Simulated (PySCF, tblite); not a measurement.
**C₇H₇NOS: geometry, infrared bands and NMR shifts**

What infrared bands and NMR shifts should C₇H₇NOS (`C=C(C=O)CC#CC(N)=S`) show?

The runs use tblite 0.8.0 and PySCF 2.14.0, with density-fitted response routines of our own; the level of theory stands in each step. All values are computed, except where a source is named. Atoms are numbered from 0 throughout.

## (1) The molecule as given

17 atoms, charge 0, multiplicity 1; geometry from: force field or distance geometry start.

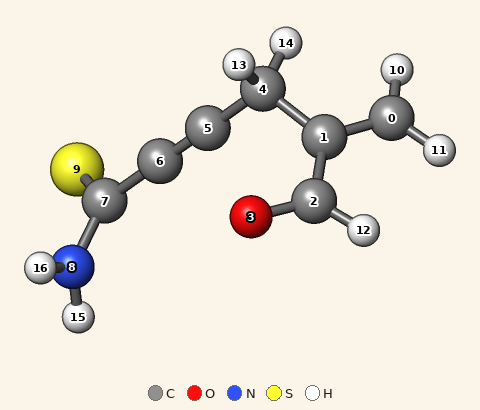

As it starts; carbon grey, oxygen red, nitrogen blue, sulfur yellow, hydrogen white, atoms numbered.

## (2) Relaxing the molecule with GFN2-xTB

The job: settings as JSON, then the geometry in Å.

```
{"job": {"kind": "relax", "xc": "GFN2-xTB", "basis": "xTB"}, "charge": 0, "multiplicity": 1}
C     -1.974900    -2.104500    -0.518800
C     -1.663900    -0.879800    -0.059500
C     -2.054700     0.316800    -0.785200
O     -1.744300     1.427900    -0.329100
C     -0.898500    -0.851000     1.216600
C      0.387000    -0.207100     1.081700
C      1.473300     0.355100     0.985200
C      2.748700     1.013100     0.856500
N      2.897100     2.287700     0.262500
S      4.101700     0.275700     1.394700
H     -1.670900    -2.970900     0.052100
H     -2.549800    -2.198300    -1.442200
H     -2.622800     0.152800    -1.685700
H     -1.550200    -0.309500     1.947900
H     -0.780300    -1.883300     1.579200
H      3.436700     2.449000    -0.608800
H      2.458500     3.138100     0.692500
```

Started as:

```sh
OMP_NUM_THREADS=1 python probes_run.py task.json out
```

One launch serves the whole session: the jobs run in the order shown.

**Question.** This job is followed by: GFN2-xTB harmonic vibrations, gas phase; GIAO PBE0/pcSseg-1 NMR shielding, non-relativistic, gas phase. What will the session give for the following? strongest single infrared mode (GFN2-xTB); zero-point energy (GFN2-xTB); 13C shifts against TMS (PBE0/pcSseg-1); 1H shifts against TMS (PBE0/pcSseg-1, means over atoms taken as alike); 17O shifts against H2O (PBE0/pcSseg-1); 15N shifts against NH3 (PBE0/pcSseg-1); 33S shifts against CS2 (PBE0/pcSseg-1); surface potential, least and greatest.

**Answer**, as computed:

| quantity | value |
| --- | --- |
| strongest single infrared mode (GFN2-xTB) | 1467 cm⁻¹, 280 km/mol |
| zero-point energy (GFN2-xTB) | 75.0 kcal/mol |
| 13C shifts against TMS (PBE0/pcSseg-1) | 196.9, 189.2, 152.3, 143.2, 102.5, 84.7, 25.3 ppm |
| 1H shifts against TMS (PBE0/pcSseg-1, means over atoms taken as alike) | 9.75, 6.80, 6.56, 6.24, 6.13, 3.40 ppm |
| 17O shifts against H2O (PBE0/pcSseg-1) | 690.6 ppm |
| 15N shifts against NH3 (PBE0/pcSseg-1) | 152.6 ppm |
| 33S shifts against CS2 (PBE0/pcSseg-1) | 438 ppm |
| surface potential, least and greatest | -1.55 V and 1.87 V |

**Reading.** The optimisation took 92 steps and gained 1.147 eV; among the close pairs (by a distance rule), C7–N8 changed most, from 1.414 to 1.345 Å. No mode is imaginary among the 45: a minimum at this level. The strongest single mode, at 1467 cm⁻¹, has its largest shares on N8, C7, H15 and H16 (the list is cut at 4 atoms). Unscaled tight-binding wavenumbers are off by several per cent, some by more. Its intensities can rank the bands wrongly. The most deshielded carbon is C2 (aldehyde carbonyl carbon), at 196.9 ppm: the double bond to the heteroatom, with no lone-pair donor beside it, deshields it most. H12 (hydrogen on an aldehyde carbonyl carbon) lies farthest downfield among hydrogen, at 9.75 ppm; the C=O anisotropy and electron withdrawal place aldehyde protons far downfield. At PBE0/pcSseg-1: Shielding is most anisotropic at O3 (span 1374 ppm, paramagnetic term -759 ppm). By nearest atom (PBE0/pcSseg-1), the HOMO sits on S9 83 % and the LUMO on C0, C2 about 23 % each; O3 19 %.
